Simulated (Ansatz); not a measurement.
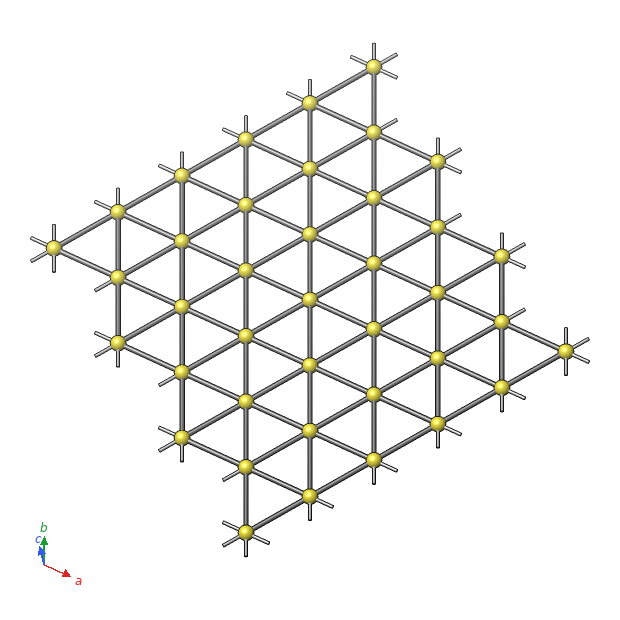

A cut-out of a periodic net derived from a crystal structure. Nodes are coloured by topological kind. One layer is drawn. Short stubs are edges that leave the cut-out.

### What net is this?

A uninodal 6-connected, two-periodic (layers) net. It is the hxl net, known from the triangular lattice.

### Give point symbol and coordination sequence.

3^6.4^6.5^3, sequence 6, 12, 18, 24, 30, 36.

Origin of the net. The compound is NaOs (space group R-3m, No. 166), taken as the end point of a relaxation with DFT PBE, scalar-relativistic, plane waves, PAW in Ansatz; the starting structure was generated, so it need not be a known form of this composition. Bonds are taken as Os–Os below 3 Å; Na is left out of the net, as the electropositive filling of the structure. Simplification: prune 0- and 1-connected atoms, fold 2-connected ones into links. Os is a 6-connected node.
